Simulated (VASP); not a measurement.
Band structure of Ca (fcc). Level of theory: PBE GGA with D4 dispersion, VASP's PBE PAW potentials (set 64) (plane waves; VASP 6.6.1).

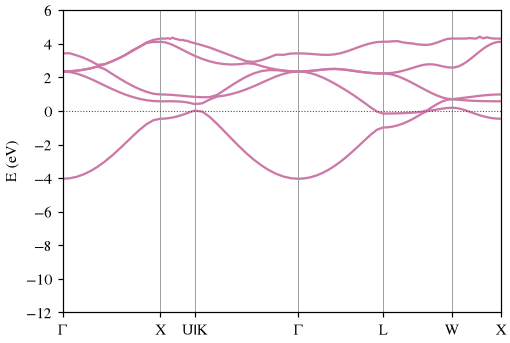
Figure: Bands along high-symmetry lines, zero at the valence-band maximum or, without a gap, the Fermi level

**Question.** Read the plot: is there a gap, and where are the band edges?

**Answer.** It has no gap at this level: it comes out as a metal or semimetal. (Edges off the drawn lines would not show.)

The compound is Ca in the fcc structure. It was relaxed first.
